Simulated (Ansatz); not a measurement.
Input file:

```
crystal:
  periodic: [false, false, false]
  atoms:
    - {symbol: C, position_ang: [-1.641551, -0.206256, 1.081771]}
    - {symbol: C, position_ang: [-0.498639, 0.764739, 0.729165]}
    - {symbol: C, position_ang: [-0.888662, 1.587245, -0.513722]}
    - {symbol: C, position_ang: [0.783205, -0.036860, 0.432983]}
    - {symbol: C, position_ang: [-0.247553, 1.714825, 1.915632]}
    - {symbol: H, position_ang: [-1.392266, -0.807101, 1.965313]}
    - {symbol: H, position_ang: [-2.570022, 0.336859, 1.298038]}
    - {symbol: H, position_ang: [-1.843659, -0.897269, 0.253847]}
    - {symbol: H, position_ang: [-1.074583, 0.936180, -1.377060]}
    - {symbol: H, position_ang: [-1.800135, 2.170511, -0.332546]}
    - {symbol: H, position_ang: [-0.092012, 2.289277, -0.789957]}
    - {symbol: H, position_ang: [0.634849, -0.723836, -0.409547]}
    - {symbol: H, position_ang: [1.086313, -0.634240, 1.301929]}
    - {symbol: H, position_ang: [1.616879, 0.629377, 0.178193]}
    - {symbol: H, position_ang: [0.562872, 2.420258, 1.693416]}
    - {symbol: H, position_ang: [-1.145142, 2.300297, 2.150924]}
    - {symbol: H, position_ang: [0.033216, 1.156519, 2.817445]}
basis:
  gaussian:
    orbitals: def2-SVPD
hamiltonian:
  xc: {name: PBE0}
output: {forces: true, orbitals: {seedname: orbitals}}
```

Launched as:

```sh
ansatz run input.yaml --threads 2 --pin off --max-ram 4350MiB --events-out events.jsonl --progress --plain --runs-dir runs
```

Geometry: B3LYP/6-31G*.

Computed with Ansatz 0.2.0, isolated molecule in a Gaussian basis; Kohn-Sham density functional theory, functional PBE0.

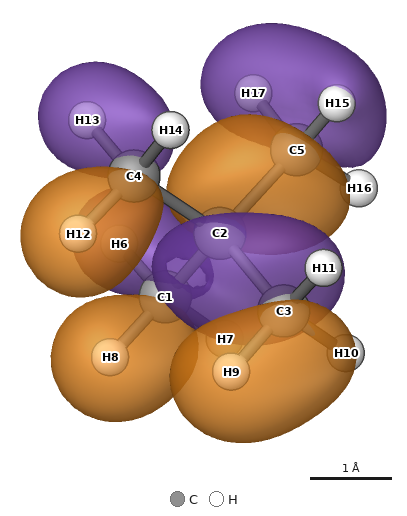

C$_{5}$H$_{12}$ (SMILES CC(C)(C)C). The HOMO at ±0.08 Å⁻³ᐟ² (orange and purple are the two phases), seen across its widest extent.

> What is the character of this orbital?

It lies mainly on C2 (about 20 %), C3 (about 20 %), C5 (about 20 %), C1 (about 5 %) and C4 (about 5 %). It is one of a degenerate set, so its orientation is arbitrary. Its energy is −9.01 eV.
